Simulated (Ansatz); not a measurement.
Tl (hcp, Mg type)

```
Tl
1.0
    7.21499     0.00000     0.00000
   -1.80375     3.12418     0.00000
    0.00000     0.00000     5.57674
Tl
4
Direct
  0.16667   0.66667   0.75000
  0.66667   0.66667   0.75000
  0.33333   0.33333   0.25000
  0.83333   0.33333   0.25000
```

In this cell atom 1 (Tl, nearest neighbour Tl at 3.480 Å; its periodic images, 3.6 Å or more away, move with it) is moved by u·(0.707, 0.707, 0.000) + v·(0.000, 0.000, 1.000); the rest is frozen.

The numbers are results of PBE (plane waves to 420 eV, PAW, scalar-relativistic; Ansatz, an electronic-structure program), not measurements. k mesh 6×12×7 (Γ-centred), Fermi-Dirac smearing 0.05 eV. E stands for the smeared free energy. With partly filled bands, energies and forces of such displacements shift with the k mesh and the smearing. Spin-orbit coupling is left out, though Tl is heavy. The PAW data are Ansatz's earlier set. The relaxed volume of Tl is well above the measured one; the method has no dispersion term. Tl was relaxed with its symmetry unable to fall. The zero of ΔE is the undisplaced structure. Axes are in Å.

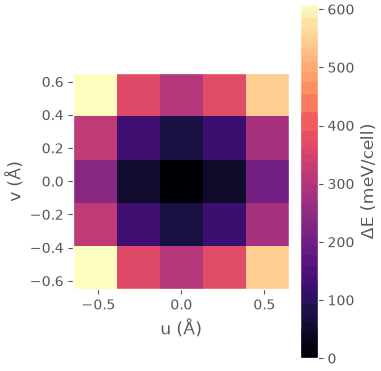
*ΔE (meV/cell) over the 5×5 grid of computed points.*

Highest place on the grid, met at several equal points: u = -0.520 Å, v = -0.520 Å; u = -0.520 Å, v = 0.520 Å (608 meV/cell). Centre of the map: a minimum. Principal force constants in the plane (five-point differences of the forces): 1.5 and 2.1 eV/Å². Softest direction at the centre: along u. Lowest place on the grid: u = 0.000 Å, v = 0.000 Å (0 meV/cell).

(A displaced cell: forces are minus the slopes of the energy, force constants its curvatures, and phonons follow from these.)
